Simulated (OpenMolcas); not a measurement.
**Cu³⁺ complex: multiconfigurational calculation (part 2 of 2)**

Continued. System: Cu³⁺ with 6 ligands (Br; octahedron, 2.31 Å), neutralised by 6 outer point charges of +0.5 e, whose field is part of the energies. Method: state-averaged CASSCF, active space 8 electrons in the shell 3d, basis ANO-RCC-VTZP on the metal and ANO-RCC-VDZP on the ligands, DKH2 scalar Hamiltonian, spin-orbit coupling by RASSI with atomic mean-field integrals (OpenMolcas).

### Log (extracts), continued
```
--- RASSI ---
SPIN-FREE ENERGIES:
  (Shifted by EMIN (a.u.) =     -17279.8074093940)

 SF State       Relative EMIN(au)   Rel lowest level(eV)    D:o, cm**(-1)

     1             0.0000000000        0.0000000000              0.0000
     2             0.0366860701        0.9982788221           8051.6617
     3             0.0366860701        0.9982788221           8051.6617
     4             0.0366860701        0.9982788221           8051.6617
    11             0.0456849605        1.2431511068          10026.6899
    12             0.0456849605        1.2431511068          10026.6899
     5             0.0739863033        2.0132698755          16238.1166
     6             0.0739863033        2.0132698755          16238.1166
     7             0.0739863039        2.0132698932          16238.1168
    13             0.0837030223        2.2776752696          18370.6900
    14             0.1024106416        2.7867355253          22476.5378
    15             0.1024106416        2.7867355253          22476.5378
    16             0.1024106425        2.7867355494          22476.5380
    17             0.1215035191        3.3062791897          26666.9401
    18             0.1215035199        3.3062792114          26666.9402
    19             0.1215035199        3.3062792114          26666.9402
     9             0.1458904903        3.9698824809          32019.2616
     8             0.1458904903        3.9698824809          32019.2616
    10             0.1458904903        3.9698824809          32019.2616
    20             0.2041317140        5.5547069149          44801.7327
    21             0.2041317140        5.5547069149          44801.7327
    22             0.2041317147        5.5547069345          44801.7328
    23             0.2049751232        5.5776572474          44986.8396
    24             0.2049751243        5.5776572784          44986.8398
    25             0.3025890696        8.2338680458          66410.6245
     Dipole printing threshold changed to   1.00000000E+00
Eigenvalues of complex Hamiltonian:
   -----------------------------------
  (Shifted by EMIN (a.u.) =     -17279.8074093940)

 SO State       Relative EMIN(au)   Rel lowest level(eV)    D:o, cm**(-1)

     1            -0.0003837361        0.0000000001              0.0000
     2            -0.0003837361        0.0000000000              0.0000
     3            -0.0003837361        0.0000000001              0.0000
     4             0.0345692212        0.9511184226           7671.2874
     5             0.0345692212        0.9511184221           7671.2874
     6             0.0354035612        0.9738219706           7854.4039
     7             0.0354035612        0.9738219713           7854.4039
     8             0.0354035612        0.9738219706           7854.4039
     9             0.0377836959        1.0385887367           8376.7831
    10             0.0377836959        1.0385887355           8376.7831
    11             0.0377836959        1.0385887363           8376.7831
    12             0.0387052685        1.0636660022           8579.0449
    13             0.0459272219        1.2601853666          10164.0804
    14             0.0459272219        1.2601853657          10164.0804
    15             0.0712358576        1.9488684270          15718.6839
    16             0.0732491083        2.0036517702          16160.5414
    17             0.0732491086        2.0036517798          16160.5415
    18             0.0732491086        2.0036517800          16160.5415
    19             0.0748918072        2.0483518852          16521.0721
    20             0.0748918075        2.0483518932          16521.0722
    21             0.0748918075        2.0483518929          16521.0722
    22             0.0754613659        2.0638503674          16646.0758
    23             0.0754613663        2.0638503777          16646.0759
    24             0.0846301790        2.3133464808          18658.3977
    25             0.1021624201        2.7904230654          22506.2798
    26             0.1021624201        2.7904230651          22506.2798
    27             0.1021624210        2.7904230892          22506.2800
    28             0.1216325419        3.3202320711          26779.4777
    29             0.1216325427        3.3202320926          26779.4778
    30             0.1216325427        3.3202320927          26779.4778
    31             0.1454418422        3.9681161370          32005.0151
    32             0.1457619729        3.9768273379          32075.2756
    33             0.1457619729        3.9768273380          32075.2756
    34             0.1457619729        3.9768273380          32075.2756
    35             0.1461737998        3.9880337186          32165.6612
    36             0.1461737998        3.9880337189          32165.6612
    37             0.1464019756        3.9942426969          32215.7400
    38             0.1464019756        3.9942426970          32215.7400
    39             0.1464019756        3.9942426972          32215.7400
    40             0.2042682550        5.5688643780          44915.9203
    41             0.2042682550        5.5688643781          44915.9203
Weights of the five most important spin-orbit-free states for each spin-orbit state.

 SO State  Total energy (au)           Spin-free states, spin, and weights
 -------------------------------------------------------------------------------------------------------
    1        -0.000384       1 1.0  0.9905    2 1.0  0.0046    3 1.0  0.0026    4 1.0  0.0020   16 0.0  0.0001
    2        -0.000384       1 1.0  0.9905    3 1.0  0.0046    4 1.0  0.0046   14 0.0  0.0002    2 1.0  0.0000
    3        -0.000384       1 1.0  0.9905    2 1.0  0.0046    4 1.0  0.0026    3 1.0  0.0020   15 0.0  0.0001
    4         0.034569       4 1.0  0.4908    2 1.0  0.4500   12 0.0  0.0380   11 0.0  0.0109    7 1.0  0.0059
    5         0.034569       3 1.0  0.6268    2 1.0  0.1780    4 1.0  0.1371   11 0.0  0.0380   12 0.0  0.0109
    6         0.035404       4 1.0  0.4969    3 1.0  0.4969    6 1.0  0.0025    7 1.0  0.0025   17 0.0  0.0009
    7         0.035404       2 1.0  0.4969    4 1.0  0.4962    6 1.0  0.0025    5 1.0  0.0025   19 0.0  0.0009
    8         0.035404       2 1.0  0.4969    3 1.0  0.4962    5 1.0  0.0025    7 1.0  0.0025   18 0.0  0.0009
    9         0.037784       4 1.0  0.4925    3 1.0  0.4924    1 1.0  0.0091    6 1.0  0.0025    7 1.0  0.0025
   10         0.037784       2 1.0  0.4924    4 1.0  0.4923    1 1.0  0.0091    6 1.0  0.0025    5 1.0  0.0025
   11         0.037784       2 1.0  0.4925    3 1.0  0.4923    1 1.0  0.0091    7 1.0  0.0025    5 1.0  0.0025
   12         0.038705       2 1.0  0.3333    3 1.0  0.3333    4 1.0  0.3333   12 0.0  0.0000   11 0.0  0.0000
```

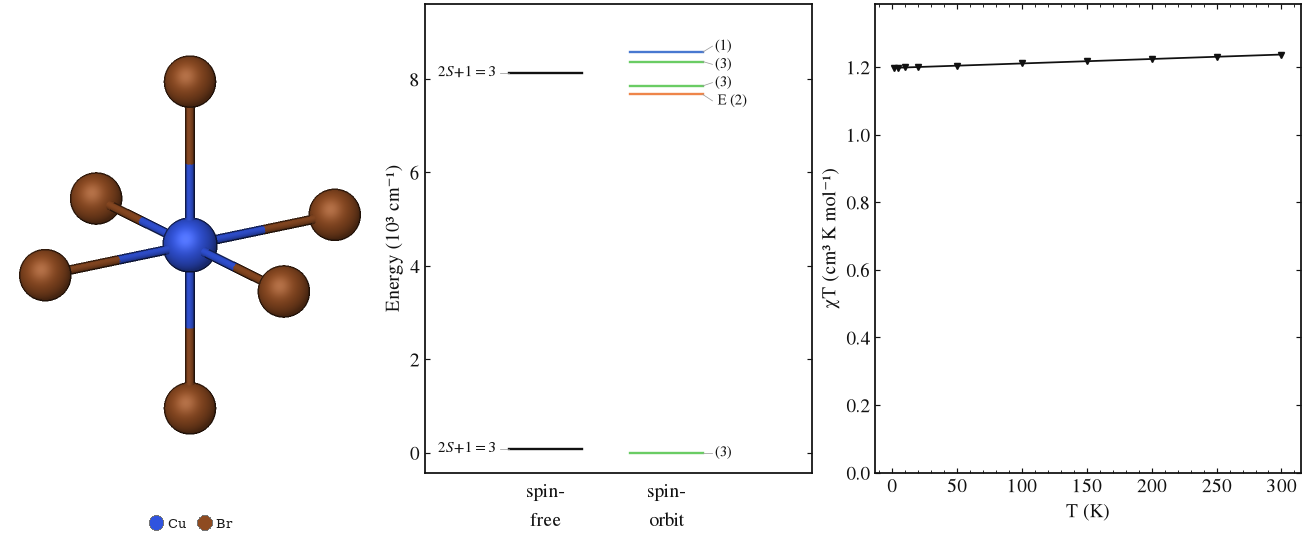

Fig. 2: Cu³⁺ (3d⁸) with 6 ligands, Br⁻, at 2.31 Å (arrangement: octahedron, Oh), neutralised by outer point charges of +0.5 e, and its levels and susceptibility. Labels give the representation in O, Td, D4 or D3 as the site allows (double group for half-integer spin) where it could be assigned and, in brackets, the degeneracy; spin-free states, where drawn, share the zero of the spin-orbit levels. Powder susceptibility by Van Vleck's formula. The ground level is 3-fold degenerate, 100 % from states of spin multiplicity 3. The next level lies at 7,670 cm⁻¹ (E). χT is 1.20 cm³ K mol⁻¹ at 2 K and 1.24 at 300 K, an effective moment of 3.15 μB. The active orbitals hold 69 to 94 % metal character (Löwdin), and the Mulliken charge of the metal is +0.21.

Outcome of the run: converged.
